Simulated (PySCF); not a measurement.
**[Eu(NH3)3]3+: other functionals and bases at one geometry**

Aim: see how levels, charges and forces of [Eu(NH3)3]3+ depend on the level of theory. The species was built from a template and needn't be a known compound.

Computed with PySCF 2.14.0. Level: several levels, as the steps say, no spin–orbit coupling.

4 further runs of the same task are left out: 2 for a known fault of the program, 2 that didn't finish.

### Step 1. The starting structure

13 atoms, charge 3, spin multiplicity 1.

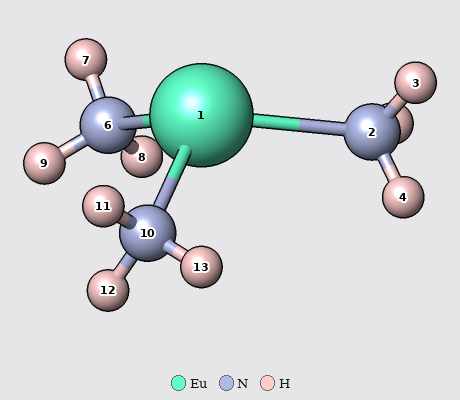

The geometry (europium green, nitrogen light blue, hydrogen pink); atoms are numbered from 1 in the order of the file.

As a file:

```xyz
13
EuH9N3
Eu    0.0000    0.0000    0.7560
N     2.3349   -0.0004    0.0096
H     3.0306   -0.2796    0.7422
H     2.5715   -0.6404   -0.7847
H     2.7072    0.9216   -0.3183
N    -1.1671    2.0222    0.0096
H    -1.2732    2.7644    0.7422
H    -0.7312    2.5471   -0.7847
H    -2.1517    1.8837   -0.3183
N    -1.1678   -2.0219    0.0096
H    -1.7574   -2.4848    0.7422
H    -1.8403   -1.9068   -0.7847
H    -0.5555   -2.8053   -0.3183
```

Formal oxidation states: Eu +3. Each metal's 6 4f electrons lie in its core potential, so multiplicities, spins and levels count the valence alone. An earlier session relaxed this geometry at BP86, Eu lcecp-1-SVP with ECP52, N def2-SVP, H def2-SVP (singlet, point group C3).

At BP86 on the finer grid: E = -203.902870 Eh, HOMO -22.93 eV, LUMO -17.18 eV, Mulliken charge on Eu1 +1.73 e, largest force component 0.007 eV/Å. 

Levels to run: PBE0; wB97X; TPSS; HF; BP86, TZVP. Hardware: 2 threads of Intel Xeon Platinum 8488C (Sapphire Rapids), shared host.

### Step 2. PBE0

Contents of run.py (the lines that set the calculation):

```python
mol = gto.M(atom='''
Eu     0.00000     0.00000     0.75601
N      2.33486    -0.00037     0.00961
H      3.03064    -0.27955     0.74221
H      2.57145    -0.64036    -0.78470
H      2.70721     0.92162    -0.31828
N     -1.16711     2.02223     0.00961
H     -1.27322     2.76439     0.74221
H     -0.73116     2.54712    -0.78470
H     -2.15175     1.88370    -0.31828
N     -1.16775    -2.02186     0.00961
H     -1.75742    -2.48483     0.74221
H     -1.84029    -1.90676    -0.78470
H     -0.55546    -2.80532    -0.31828''',
    basis={'Eu': 'lcecp-1-SVP', 'N': 'def2-SVP', 'H': 'def2-SVP'},
    ecp={'Eu': 'lcecp-1-SVP'},
    charge=3, spin=0)
mf = dft.RKS(mol, xc='PBE0')
mf.grids.atom_grid = (75, 302)  # f atoms: unpruned, at least (60, 302)
mf = mf.density_fit()  # fitting sets: Eu AutoAux, N def2-universal-JKFIT, H def2-universal-JKFIT
mf.conv_tol = 1e-08; mf.max_cycle = 55
mf.kernel(dm0)  # dm0: the density of the relaxed state
```

Started as:

```
$ OMP_NUM_THREADS=2 python run.py
```

### Step 3. wB97X

Edit run.py (the lines that set the calculation) of step 2 so:

```diff
@@ -17,3 +17,3 @@
     charge=3, spin=0)
-mf = dft.RKS(mol, xc='PBE0')
+mf = dft.RKS(mol, xc='WB97X')
 mf.grids.atom_grid = (75, 302)  # f atoms: unpruned, at least (60, 302)
```

### Step 4. TPSS

Edit run.py (the lines that set the calculation) of step 3 so:

```diff
@@ -17,3 +17,3 @@
     charge=3, spin=0)
-mf = dft.RKS(mol, xc='WB97X')
+mf = dft.RKS(mol, xc='TPSS')
 mf.grids.atom_grid = (75, 302)  # f atoms: unpruned, at least (60, 302)
```

### Step 5. HF

Edit run.py (the lines that set the calculation) of step 4 so:

```diff
@@ -17,4 +17,3 @@
     charge=3, spin=0)
-mf = dft.RKS(mol, xc='TPSS')
-mf.grids.atom_grid = (75, 302)  # f atoms: unpruned, at least (60, 302)
+mf = scf.RHF(mol)
 mf = mf.density_fit()  # fitting sets: Eu AutoAux, N def2-universal-JKFIT, H def2-universal-JKFIT
```

### Step 6. BP86, TZVP

Basis: Eu lcecp-1-TZVP with ECP52, N def2-TZVP, H def2-TZVP. 

Edit run.py (the lines that set the calculation) of step 5 so:

```diff
@@ -14,8 +14,9 @@
 H     -0.55546    -2.80532    -0.31828''',
-    basis={'Eu': 'lcecp-1-SVP', 'N': 'def2-SVP', 'H': 'def2-SVP'},
-    ecp={'Eu': 'lcecp-1-SVP'},
+    basis={'Eu': 'lcecp-1-TZVP', 'N': 'def2-TZVP', 'H': 'def2-TZVP'},
+    ecp={'Eu': 'lcecp-1-TZVP'},
     charge=3, spin=0)
-mf = scf.RHF(mol)
+mf = dft.RKS(mol, xc='B88,P86')
+mf.grids.atom_grid = (75, 302)  # f atoms: unpruned, at least (60, 302)
 mf = mf.density_fit()  # fitting sets: Eu AutoAux, N def2-universal-JKFIT, H def2-universal-JKFIT
 mf.conv_tol = 1e-08; mf.max_cycle = 55
-mf.kernel(dm0)  # dm0: the density of the relaxed state
+mf.kernel(dm0)  # dm0: free metal ions and neutral atoms
```

**Question.** What will these runs give? Wanted: for each run, HOMO; gap; charge on Eu1; dipole; largest force.

**Answer**, as computed:

| level | state | HOMO (eV) | gap (eV) | charge on Eu1 (e) | dipole (D) | largest force (eV/Å) | basis functions | time |
| --- | --- | --- | --- | --- | --- | --- | --- | --- |
| BP86 (relaxed here) | singlet | -22.93 | 5.75 | 1.73 | 2.61 | 0.01 | 120 | 25 s |
| PBE0 | singlet | -24.36 | 8.03 | 1.85 | 2.42 | 0.39 | 120 | 8.1 s |
| wB97X | singlet | -26.83 | 12.82 | 1.89 | 2.24 | 0.49 | 120 | 10 s |
| TPSS | singlet | -22.94 | 5.92 | 1.79 | 2.51 | 0.24 | 120 | 14 s |
| HF | singlet | -28.09 | 15.01 | 2.15 | 1.95 | 1.46 | 120 | 3.4 s |
| BP86, TZVP | singlet | -22.86 | 5.76 | 2.04 | 2.59 | 0.40 | 194 | 34 s |

Times are on 2 threads of Intel Xeon Platinum 8488C (Sapphire Rapids), shared host; the first row also made further properties. The dipole of a charged species depends on the origin, so these sizes hold for this origin alone.

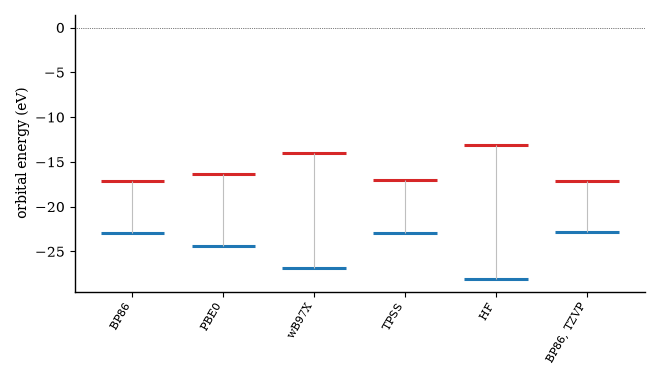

Highest filled and lowest empty level, method by method.

In one basis the HOMO–LUMO gap runs from 5.75 eV (BP86) to 15.01 eV (HF). The largest leftover force, 1.46 eV/Å with HF, stands at a geometry relaxed at another level. The Mulliken charge on Eu spans +1.73 to +2.15 e over the levels. With 4f in the core, its levels are missing from HOMO and gap. Total energies of different levels can't be compared. Spin–orbit coupling is left out throughout.
